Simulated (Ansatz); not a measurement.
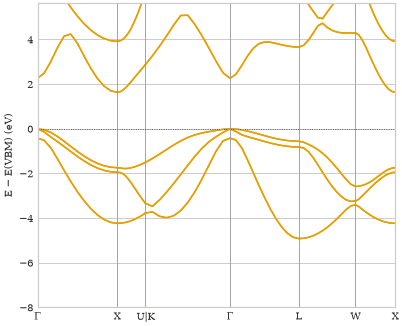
Figure: Band structure from PBE with spin–orbit coupling (plane waves, PAW; program Ansatz)

Q: Read off the gap and where the band edges lie.

A: About 1.6 eV (1.63 eV by a search for the band edges); maximum at Γ, minimum at X.

The material is MgSe (rock salt, space group No. 225).

Space group Fm-3m (rock salt). The cell was relaxed with PBE under the symmetry of its start.

Potentials: the later of the program's two PAW sets.
